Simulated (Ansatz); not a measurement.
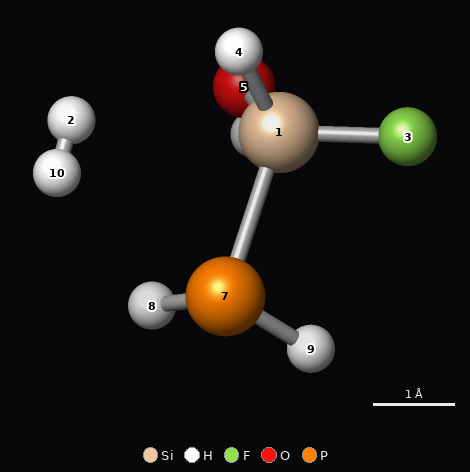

*The structure as given in the input (ball-and-stick view, seen at a tilt; atoms are numbered from 1 in the order of the input).*

## Geometry relaxation, with input and output: SiPH6OF (part 1 of 2)

SiPH6OF, computed with RKS PBE0-D4/6-31G* (Ansatz 0.2.0).

It belongs to a series of runs on one base structure; here: end point B relaxed. Figures and captions count atoms from 1; the log counts them from 0 in places.

### Output
```
The last accepted step is kept in [file] (removed where the run ends without a failure and the disk answers)
Engine: ansatz 0.2.0, aarch64-unknown-linux-gnu
Functional definition: PBE0
  parameter a = 0.25
  parameter kappa = 0.804
  parameter beta = 0.06672455060314922
  exchange = (1 - a)*pbe_x(kappa = kappa, mu = beta*pi^2/3) + a*exact_x
  correlation = pbe_c(beta = beta)
828 factors; integrals over basis functions are off by at most 5.4e-4 eV
mean field evaluation 1: about -22012.6474 eV, gradient 5.1e1 eV
mean field evaluation 2: about -22006.7831 eV, gradient 7.7e1 eV
mean field evaluation 4: about -22016.9345 eV, gradient 2.7e0 eV
mean field evaluation 8: about -22016.9609 eV, gradient 1.8e-2 eV
mean field -22016.96092738 eV, -809.1083904492 hartree, gradient 4.6e-5 eV, S^2 0.000000; 0 other end points of the search recorded, 0 dependent functions left out
the calculation of the forces begins
reference -22016.96095415 eV, -809.1083914330 hartree; 26, 26 occupied and 54, 54 virtual orbitals, 828 factors
relax step   1: F+E_penalty+E_count = -22017.13962240 eV  Δ(F+E_penalty+E_count) = +0.000e0 eV  max|allowed force component| = 1.016e0 eV/Å  Δτ_max = 0.0000 Å  (23 SCF iters, accepted)
these checks for a lower state are left out or cut short: starts, cluster_reference, orbital_swaps, neighbouring_geometries, increment
828 factors; integrals over basis functions are off by at most 5.5e-4 eV
mean field evaluation 16: about -22017.0341 eV, gradient 2.4e0 eV
mean field -22017.07529854 eV, -809.1125935116 hartree, gradient 1.1e-5 eV, S^2 0.000000; 0 other end points of the search recorded, 0 dependent functions left out
[... from here on the field's lines of each further geometry are left out, up to the last ...]
relax step   2: F+E_penalty+E_count = -22017.25053288 eV  Δ(F+E_penalty+E_count) = -1.109e-1 eV  max|allowed force component| = 1.683e-1 eV/Å  Δτ_max = 0.1957 Å  (28 SCF iters, accepted)
relax step   3: F+E_penalty+E_count = -22017.27780958 eV  Δ(F+E_penalty+E_count) = -2.728e-2 eV  max|allowed force component| = 7.383e-2 eV/Å  Δτ_max = 0.1631 Å  (28 SCF iters, accepted)
relax step   4: F+E_penalty+E_count = -22017.28958596 eV  Δ(F+E_penalty+E_count) = -1.178e-2 eV  max|allowed force component| = 1.221e-1 eV/Å  Δτ_max = 0.2000 Å  (28 SCF iters, accepted)
relax step   5: F+E_penalty+E_count = -22017.29063792 eV  Δ(F+E_penalty+E_count) = -1.052e-3 eV  max|allowed force component| = 1.205e-1 eV/Å  Δτ_max = 0.1179 Å  (28 SCF iters, accepted)
relax step   6: F+E_penalty+E_count = -22017.29692222 eV  Δ(F+E_penalty+E_count) = -6.284e-3 eV  max|allowed force component| = 9.825e-2 eV/Å  Δτ_max = 0.0548 Å  (29 SCF iters, accepted)
relax step   7: F+E_penalty+E_count = -22017.30069301 eV  Δ(F+E_penalty+E_count) = -3.771e-3 eV  max|allowed force component| = 1.162e-1 eV/Å  Δτ_max = 0.0915 Å  (27 SCF iters, accepted)
relax step   8: F+E_penalty+E_count = -22017.30297965 eV  Δ(F+E_penalty+E_count) = -2.287e-3 eV  max|allowed force component| = 1.058e-1 eV/Å  Δτ_max = 0.0677 Å  (27 SCF iters, accepted)
relax step   9: F+E_penalty+E_count = -22017.30406780 eV  Δ(F+E_penalty+E_count) = -1.088e-3 eV  max|allowed force component| = 8.494e-2 eV/Å  Δτ_max = 0.0259 Å  (29 SCF iters, accepted)
relax step  10: F+E_penalty+E_count = -22017.30485018 eV  Δ(F+E_penalty+E_count) = -7.824e-4 eV  max|allowed force component| = 5.691e-2 eV/Å  Δτ_max = 0.0461 Å  (27 SCF iters, accepted)
relax step  11: F+E_penalty+E_count = -22017.30535128 eV  Δ(F+E_penalty+E_count) = -5.011e-4 eV  max|allowed force component| = 4.116e-2 eV/Å  Δτ_max = 0.0424 Å  (28 SCF iters, accepted)
relax step  12: F+E_penalty+E_count = -22017.30572651 eV  Δ(F+E_penalty+E_count) = -3.752e-4 eV  max|allowed force component| = 3.196e-2 eV/Å  Δτ_max = 0.0421 Å  (29 SCF iters, accepted)
relax step  13: F+E_penalty+E_count = -22017.30596293 eV  Δ(F+E_penalty+E_count) = -2.364e-4 eV  max|allowed force component| = 5.706e-2 eV/Å  Δτ_max = 0.0518 Å  (28 SCF iters, accepted)
relax step  14: F+E_penalty+E_count = -22017.30615410 eV  Δ(F+E_penalty+E_count) = -1.912e-4 eV  max|allowed force component| = 5.522e-2 eV/Å  Δτ_max = 0.0211 Å  (23 SCF iters, accepted)
relax step  15: F+E_penalty+E_count = -22017.30641486 eV  Δ(F+E_penalty+E_count) = -2.608e-4 eV  max|allowed force component| = 7.061e-2 eV/Å  Δτ_max = 0.0409 Å  (28 SCF iters, accepted)
relax step  16: F+E_penalty+E_count = -22017.30661100 eV  Δ(F+E_penalty+E_count) = -1.961e-4 eV  max|allowed force component| = 5.086e-2 eV/Å  Δτ_max = 0.0192 Å  (21 SCF iters, accepted)
relax step  17: F+E_penalty+E_count = -22017.30684677 eV  Δ(F+E_penalty+E_count) = -2.358e-4 eV  max|allowed force component| = 2.395e-2 eV/Å  Δτ_max = 0.0340 Å  (29 SCF iters, accepted)
relax step  18: F+E_penalty+E_count = -22017.30698033 eV  Δ(F+E_penalty+E_count) = -1.336e-4 eV  max|allowed force component| = 3.523e-2 eV/Å  Δτ_max = 0.0458 Å  (29 SCF iters, accepted)
relax step  19: F+E_penalty+E_count = -22017.30702287 eV  Δ(F+E_penalty+E_count) = -4.255e-5 eV  max|allowed force component| = 3.465e-2 eV/Å  Δτ_max = 0.0218 Å  (23 SCF iters, accepted)
the calculation of the forces begins
reference -22017.14204281 eV, -809.1150463184 hartree; 26, 26 occupied and 54, 54 virtual orbitals, 828 factors
relax step  20: F+E_penalty+E_count = -22017.30710459 eV  Δ(F+E_penalty+E_count) = -8.172e-5 eV  max|allowed force component| = 2.436e-2 eV/Å  Δτ_max = 0.0268 Å  (23 SCF iters, accepted)
828 factors; integrals over basis functions are off by at most 5.2e-4 eV
mean field evaluation 160: about -22017.1420 eV, gradient 4.6e-5 eV
```

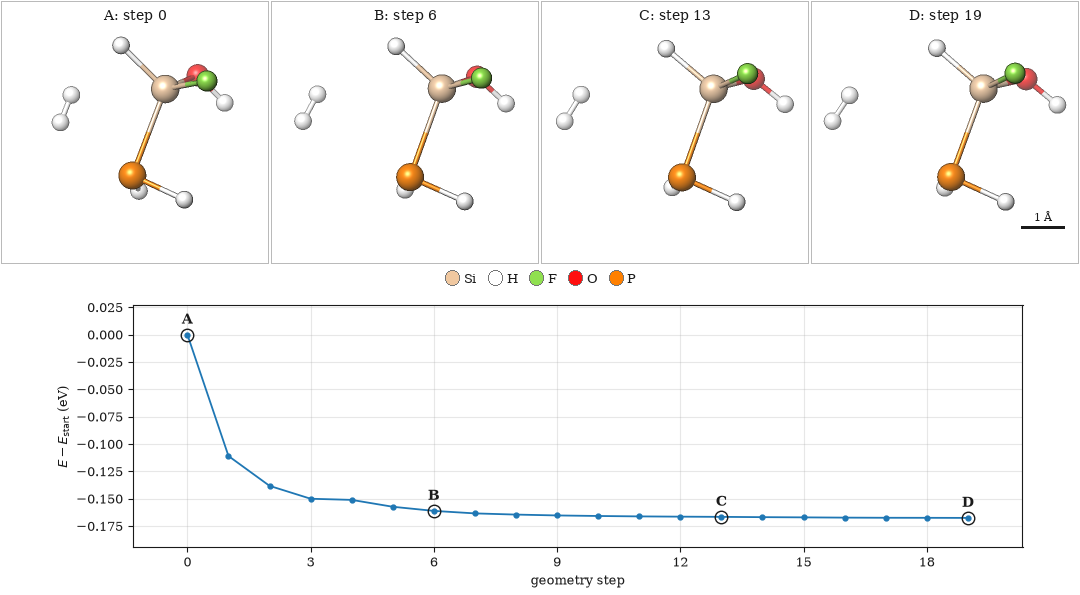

*Frames of the relaxation (ball-and-stick view, seen at a tilt) above the curves, on which the letters mark them (the first geometry is step 0 here and step 1 in the log).*

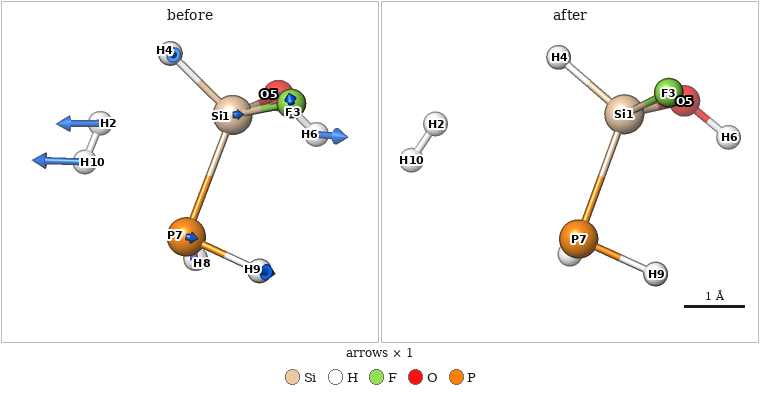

*Before (left) and after (right) the relaxation, at one scale (ball-and-stick view, seen at a tilt). The blue arrows give the displacements, at true length.*

Over 19 geometry steps the energy falls by 0.167 eV. Largest force component: 1 eV/Å at the start, 0.024 eV/Å at the end. The largest move after the best rigid fit is that of H10, 0.91 Å. Largest moves by element: H 0.91 Å, O 0.47 Å, P 0.22 Å, F 0.22 Å, Si 0.20 Å. Among the contacts that change: Si1–P7 2.204 → 2.250 Å, H2–H10 0.711 → 0.745 Å. (Atoms are counted from 1 in the order of the input.)

```
mean field -22017.14201526 eV, -809.1150453060 hartree, gradient 7.9e-6 eV, S^2 0.000000; 1 other end points of the search recorded, 0 dependent functions left out
the calculation of the forces begins
reference -22017.14204281 eV, -809.1150463184 hartree; 26, 26 occupied and 54, 54 virtual orbitals, 828 factors
Total energy: -22017.30713214 eV, -809.1211132395 hartree
Atom 0 at     0.305342    -0.467363    -0.474194 Å, force    -0.002273    -0.001877    -0.012416 eV/Å
Atom 1 at    -0.234954     0.133002     2.889524 Å, force     0.010747    -0.015814     0.024362 eV/Å
Atom 2 at     1.144139     0.105778    -1.724473 Å, force    -0.006791    -0.004255     0.012192 eV/Å
Atom 3 at    -0.203295     0.667326     0.326376 Å, force     0.001940    -0.002092    -0.000182 eV/Å
Atom 4 at    -1.044795    -1.253400    -0.999825 Å, force     0.002951    -0.001632    -0.005115 eV/Å
Atom 5 at    -0.913616    -2.088453    -1.464748 Å, force    -0.000102     0.006452     0.003968 eV/Å
Atom 6 at     1.765464    -1.716983     0.696296 Å, force    -0.000385    -0.010921     0.003778 eV/Å
Atom 7 at     0.761941    -2.457119     1.380997 Å, force     0.006925     0.007913    -0.007510 eV/Å
Atom 8 at     1.934538    -2.691887    -0.328304 Å, force    -0.002771     0.005862     0.005262 eV/Å
Atom 9 at     0.038834    -0.248399     3.467448 Å, force    -0.010241     0.016366    -0.024339 eV/Å
Dipole moment:    -0.135125    -0.419366    -0.009921 e Å
```

### Trajectory as extended XYZ (Å, eV, eV/Å), 20 frames, from step=1 to step=20
```
10
Properties=species:S:1:pos:R:3:forces:R:3 step=1 energy=-22017.13962
Si    0.3413   -0.3968   -0.3017   -0.2495   0.4476  -0.6243
H    -0.4068   -0.1935    2.2521   -1.0157   0.7189  -0.4738
F     1.1136   -0.1258   -1.6915   -0.0312  -0.0125  -0.0228
H     0.0699    0.9182    0.3124    0.0001   0.0038   0.0118
O    -1.1460   -1.0515   -0.5632   -0.0743  -0.1000  -0.0202
H    -1.1733   -1.9756   -0.8420    0.0005   0.0556  -0.0027
P     1.7354   -1.6337    0.8756    0.5484  -0.5072   0.2799
H     0.7664   -2.5678    1.3315    0.0388  -0.0101   0.0000
H     2.1685   -2.4335   -0.2192   -0.0366   0.0266   0.0123
H     0.0846   -0.5577    2.6150    0.8195  -0.6227   0.8398
10
Properties=species:S:1:pos:R:3:forces:R:3 step=2 energy=-22017.25053
Si    0.3637   -0.3982   -0.3605   -0.0903   0.1608  -0.1400
H    -0.5050   -0.1451    2.4143   -0.1227   0.0678   0.0338
F     1.1064   -0.1270   -1.7657   -0.0186  -0.0462   0.0389
H     0.0998    0.9118    0.2714    0.0325  -0.0119  -0.0072
O    -1.1326   -1.0503   -0.5850    0.0017  -0.0497  -0.0311
H    -1.1697   -1.9740   -0.8612   -0.0020   0.0107  -0.0152
P     1.7788   -1.6631    0.8392    0.1683  -0.0657   0.0365
H     0.8055   -2.5846    1.3124    0.0037   0.0049  -0.0314
H     2.1814   -2.4636   -0.2633   -0.0127  -0.0428  -0.0142
H     0.0252   -0.5235    2.7676    0.0402  -0.0278   0.1299
10
Properties=species:S:1:pos:R:3:forces:R:3 step=3 energy=-22017.27781
Si    0.3743   -0.4053   -0.3980   -0.0327   0.0738  -0.0667
H    -0.5599   -0.1062    2.5629    0.0040  -0.0139   0.0507
F     1.1159   -0.1424   -1.8049   -0.0275  -0.0226   0.0281
H     0.1149    0.9055    0.2347    0.0231  -0.0179   0.0013
O    -1.1228   -1.0588   -0.6171    0.0190  -0.0262  -0.0179
H    -1.1605   -1.9833   -0.8899    0.0003   0.0045  -0.0185
P     1.7987   -1.6747    0.7993    0.0713   0.0031   0.0372
H     0.8195   -2.5892    1.2740    0.0009   0.0031  -0.0072
H     2.1912   -2.4819   -0.3016   -0.0206  -0.0344  -0.0274
H    -0.0178   -0.4814    2.9097   -0.0379   0.0303   0.0204
10
Properties=species:S:1:pos:R:3:forces:R:3 step=4 energy=-22017.28959
Si    0.3832   -0.4105   -0.4479    0.0878  -0.1077   0.0800
H    -0.6086   -0.0763    2.7533   -0.0374   0.0199  -0.0138
F     1.1219   -0.1523   -1.8550   -0.0176   0.0313  -0.0213
H     0.1351    0.8928    0.2026   -0.0628   0.0053  -0.0301
O    -1.1016   -1.0907   -0.6709    0.0093   0.0467  -0.0065
H    -1.1233   -2.0080   -0.9695    0.0131   0.0222  -0.0034
P     1.8239   -1.6719    0.7536   -0.0419  -0.0567  -0.1221
H     0.8281   -2.5567    1.2505   -0.0083   0.0243   0.0651
H     2.1468   -2.5177   -0.3465    0.0269   0.0297   0.0239
H    -0.0519   -0.4262    3.0989    0.0309  -0.0149   0.0283
10
Properties=species:S:1:pos:R:3:forces:R:3 step=5 energy=-22017.29064
Si    0.3929   -0.4214   -0.4786   -0.0460   0.0743  -0.1205
H    -0.6240   -0.0610    2.8633    0.0053  -0.0044   0.0002
F     1.0971   -0.0858   -1.8887    0.0654  -0.0741   0.0430
H     0.0988    0.8649    0.1877    0.0362  -0.0370   0.0916
O    -1.0857   -1.1054   -0.7180   -0.0412  -0.0958  -0.0312
H    -1.0973   -2.0048   -1.0686   -0.0109   0.0319   0.0143
P     1.8439   -1.6894    0.6953    0.0067  -0.1030   0.0275
H     0.8417   -2.5012    1.3090    0.1022   0.0870  -0.0787
H     2.1389   -2.6255   -0.3426   -0.1144   0.1158   0.0547
H    -0.0527   -0.3878    3.2103   -0.0033   0.0053  -0.0010
10
Properties=species:S:1:pos:R:3:forces:R:3 step=6 energy=-22017.29692
Si    0.3909   -0.4251   -0.4773    0.0131   0.0558   0.0001
H    -0.6225   -0.0595    2.8685   -0.0013  -0.0001  -0.0041
F     1.1175   -0.1069   -1.8794    0.0302  -0.0377   0.0188
H     0.1042    0.8604    0.1931   -0.0163  -0.0123   0.0332
O    -1.0851   -1.1123   -0.7284   -0.0119  -0.0516  -0.0177
H    -1.0933   -2.0146   -1.0711   -0.0061   0.0253   0.0069
P     1.8450   -1.6829    0.7044   -0.0305  -0.0803  -0.0982
H     0.8454   -2.5001    1.3090    0.0591   0.0481  -0.0379
H     2.1029   -2.5919   -0.3666   -0.0396   0.0516   0.0957
H    -0.0513   -0.3847    3.2169    0.0034   0.0012   0.0032
```
